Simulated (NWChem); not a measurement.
# Energy and gradient calculation of C3H5P (part 1 of 2)

The run: energy and gradient calculation of C3H5P, SMILES C=CC=P. Method and program: HF/3-21G, RHF (NWChem 7.3.0).

The geometry comes from this level: GFN2-xTB.

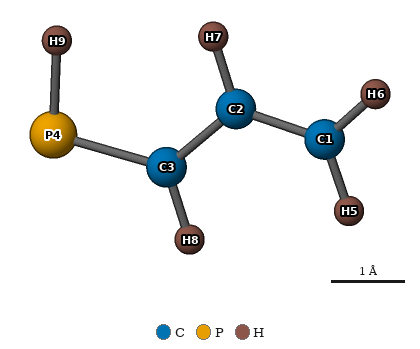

Fig. 1: The input geometry (ball-and-stick view, seen at a tilt; atoms are numbered from 1 in the order of the input). Bond lengths as drawn: C–C 1.33 to 1.43 Å, C–H 1.08 Å, C–P 1.68 Å and H–P 1.41 Å.

## Input
```
start c3h5p
title "C3H5P"
memory 2200 mb

geometry units angstroms noautosym nocenter noautoz
  C     1.427490    0.616370   -0.184380
  C     0.122450    0.418540    0.010650
  C    -0.487470   -0.875780    0.014830
  P    -2.120230   -1.215990    0.251690
  H     2.101270   -0.207390   -0.352930
  H     1.860800    1.601390   -0.182770
  H    -0.532870    1.265360    0.177380
  H     0.173790   -1.718010   -0.150560
  H    -2.545230    0.115520    0.416090
end

basis spherical bse
  * library 3-21G
end

scf
  thresh 1e-08
  maxiter 80
end

task scf gradient
```

Hardware: 1 thread of AMD EPYC (Zen 5), 16 GiB of memory available, shared host.

Command:
```bash
nwchem c3h5p.nw > c3h5p.out
```

## The program's output
```
Northwest Computational Chemistry Package (NWChem) 7.3.0
             --------------------------------------------------------

           Job information
           ---------------

    nwchem branch   = 7.3.0
    use scalapack   = T
    input           = c3h5p.nw
    prefix          = c3h5p.
    data base       = ./c3h5p.db
    status          = startup
    nproc           =        1

           Memory information
           ------------------

    heap     =     72089596 doubles =      550.0 Mbytes
    stack    =     72089601 doubles =      550.0 Mbytes
    global   =    144179200 doubles =     1100.0 Mbytes (distinct from heap & stack)
    total    =    288358397 doubles =     2200.0 Mbytes
    verify   = yes
    hardfail = no

           Directory information
           ---------------------

  0 permanent = .
  0 scratch   = .

                                NWChem Input Module
                                -------------------

                                       C3H5P
                                       -----

 Scaling coordinates for geometry "geometry" by  1.889725989
 (inverse scale =  0.529177249)

                             Geometry "geometry" -> ""
                             -------------------------

 Output coordinates in angstroms (scale by  1.889725989 to convert to a.u.)

  No.       Tag          Charge          X              Y              Z
 ---- ---------------- ---------- -------------- -------------- --------------
    1 C                    6.0000     1.42749000     0.61637000    -0.18438000
    2 C                    6.0000     0.12245000     0.41854000     0.01065000
    3 C                    6.0000    -0.48747000    -0.87578000     0.01483000
    4 P                   15.0000    -2.12023000    -1.21599000     0.25169000
    5 H                    1.0000     2.10127000    -0.20739000    -0.35293000
    6 H                    1.0000     1.86080000     1.60139000    -0.18277000
    7 H                    1.0000    -0.53287000     1.26536000     0.17738000
    8 H                    1.0000     0.17379000    -1.71801000    -0.15056000
    9 H                    1.0000    -2.54523000     0.11552000     0.41609000

      Atomic Mass
      -----------

      C                 12.000000
      P                 30.973760
      H                  1.007825

 Effective nuclear repulsion energy (a.u.)     135.4236041064

            Nuclear Dipole moment (a.u.)
            ----------------------------
        X                 Y               Z
 ---------------- ---------------- ----------------
   -46.0542664033   -30.6668512879     5.1573645790

            XYZ format geometry
            -------------------
     9
 geometry
 C                     1.42749000     0.61637000    -0.18438000
 C                     0.12245000     0.41854000     0.01065000
 C                    -0.48747000    -0.87578000     0.01483000
 P                    -2.12023000    -1.21599000     0.25169000
 H                     2.10127000    -0.20739000    -0.35293000
 H                     1.86080000     1.60139000    -0.18277000
 H                    -0.53287000     1.26536000     0.17738000
 H                     0.17379000    -1.71801000    -0.15056000
 H                    -2.54523000     0.11552000     0.41609000

 ==============================================================================
                                internuclear distances
 ------------------------------------------------------------------------------
       center one      |      center two      | atomic units |  angstroms
 ------------------------------------------------------------------------------
    2 C                |   1 C                |     2.52142  |     1.33428
    3 C                |   2 C                |     2.70388  |     1.43083
    4 P                |   3 C                |     3.18336  |     1.68456
    5 H                |   1 C                |     2.03615  |     1.07748
    6 H                |   1 C                |     2.03356  |     1.07612
    7 H                |   2 C                |     2.04785  |     1.08367
    8 H                |   3 C                |     2.04752  |     1.08350
    9 H                |   4 P                |     2.65946  |     1.40733
 ------------------------------------------------------------------------------
                         number of included internuclear distances:          8
 ==============================================================================

 ==============================================================================
                                 internuclear angles
 ------------------------------------------------------------------------------
        center 1       |       center 2       |       center 3       |  degrees
 ------------------------------------------------------------------------------
    2 C                |   1 C                |   5 H                |   121.41
    2 C                |   1 C                |   6 H                |   121.96
    5 H                |   1 C                |   6 H                |   116.63
    1 C                |   2 C                |   3 C                |   123.47
    1 C                |   2 C                |   7 H                |   119.87
    3 C                |   2 C                |   7 H                |   116.66
    2 C                |   3 C                |   4 P                |   126.60
    2 C                |   3 C                |   8 H                |   116.27
    4 P                |   3 C                |   8 H                |   117.13
    3 C                |   4 P                |   9 H                |    96.78
 ------------------------------------------------------------------------------
                            number of included internuclear angles:         10
 ==============================================================================

 Summary of "ao basis" -> "" (spherical)
 ------------------------------------------------------------------------------
       Tag                 Description            Shells   Functions and Types
 ---------------- ------------------------------  ------  ---------------------
 *                           3-21G                    on all atoms

                      Basis "ao basis" -> "ao basis" (spherical)
                      -----
  [basis functions not shown]

 Summary of "ao basis" -> "ao basis" (spherical)
 ------------------------------------------------------------------------------
       Tag                 Description            Shells   Functions and Types
 ---------------- ------------------------------  ------  ---------------------
 C                           3-21G                   5        9   3s2p
 P                           3-21G                   7       13   4s3p
 H                           3-21G                   2        2   2s

                                 NWChem SCF Module
                                 -----------------

                                       C3H5P

  ao basis        = "ao basis"
  functions       =    50
  atoms           =     9
  closed shells   =    19
  open shells     =     0
  charge          =   0.00
  wavefunction    = RHF
  input vectors   = atomic
  output vectors  = ./c3h5p.movecs
  use symmetry    = F
  symmetry adapt  = F

 Summary of "ao basis" -> "ao basis" (spherical)
 ------------------------------------------------------------------------------
       Tag                 Description            Shells   Functions and Types
 ---------------- ------------------------------  ------  ---------------------
 C                           3-21G                   5        9   3s2p
 P                           3-21G                   7       13   4s3p
 H                           3-21G                   2        2   2s

 Forming initial guess at       0.0s

      Superposition of Atomic Density Guess
      -------------------------------------

 Sum of atomic energies:        -453.81341948

      Non-variational initial energy
      ------------------------------

 Total energy =    -456.028044
 1-e energy   =    -891.366493
 2-e energy   =     299.914845
 HOMO         =      -0.251143
 LUMO         =      -0.066945

 Starting SCF solution at       0.1s

 ----------------------------------------------
         Quadratically convergent ROHF

 Convergence threshold     :          1.000E-08
 Maximum no. of iterations :           80
 Final Fock-matrix accuracy:          1.000E-10
 ----------------------------------------------

              iter       energy          gnorm     gmax       time
             ----- ------------------- --------- --------- --------
                 1     -454.7690096825  5.61D-01  1.56D-01      0.1
                 2     -454.8003177304  1.59D-01  4.72D-02      0.2
                 3     -454.8031452765  9.14D-03  4.16D-03      0.4
                 4     -454.8031652167  6.62D-05  2.73D-05      0.8
                 5     -454.8031652176  3.36D-09  8.88D-10      1.4

       Final RHF  results
       ------------------

         Total SCF energy =   -454.803165217606
      One-electron energy =   -893.386530944453
      Two-electron energy =    303.159761620490
 Nuclear repulsion energy =    135.423604106356

        Time for solution =      1.4s

             Final eigenvalues
             -----------------

              1
    1  -79.3766
    2  -11.2178
    3  -11.1977
    4  -11.1930
    5   -7.4471
    6   -5.3318
    7   -5.3295
    8   -5.3292
    9   -1.1021
   10   -0.9746
   11   -0.8086
   12   -0.7614
   13   -0.6390
   14   -0.6302
   15   -0.5293
   16   -0.5088
   17   -0.4548
   18   -0.3888
   19   -0.3132
   20    0.0499
   21    0.2012
   22    0.2226
   23    0.2670
   24    0.2899
   25    0.3103
   26    0.3489
   27    0.3735
   28    0.5223
   29    0.5405

                       ROHF Final Molecular Orbital Analysis
                       -------------------------------------

 Vector    9  Occ=2.000000D+00  E=-1.102073D+00
              MO Center=  2.2D-01,  5.4D-02, -3.1D-02, r^2= 1.6D+00
   Bfn.  Coefficient  Atom+Function         Bfn.  Coefficient  Atom+Function
  ----- ------------  ---------------      ----- ------------  ---------------
    15      0.358985  2 C  s                 24      0.286846  3 C  s
     6      0.221603  1 C  s                 11      0.177860  2 C  s
    10     -0.163286  2 C  s

 Vector   10  Occ=2.000000D+00  E=-9.746396D-01
              MO Center= -1.5D-01, -2.9D-01,  2.5D-03, r^2= 3.1D+00
   Bfn.  Coefficient  Atom+Function         Bfn.  Coefficient  Atom+Function
  ----- ------------  ---------------      ----- ------------  ---------------
    24      0.440300  3 C  s                  6     -0.352838  1 C  s
    33      0.211454  4 P  s                 29     -0.176146  4 P  s

 Vector   11  Occ=2.000000D+00  E=-8.085588D-01
              MO Center= -1.4D-02,  7.4D-04,  2.1D-03, r^2= 4.1D+00
   Bfn.  Coefficient  Atom+Function         Bfn.  Coefficient  Atom+Function
  ----- ------------  ---------------      ----- ------------  ---------------
     6      0.351446  1 C  s                 15     -0.339097  2 C  s
    33      0.242132  4 P  s                 37      0.229511  4 P  s
    29     -0.206350  4 P  s
```
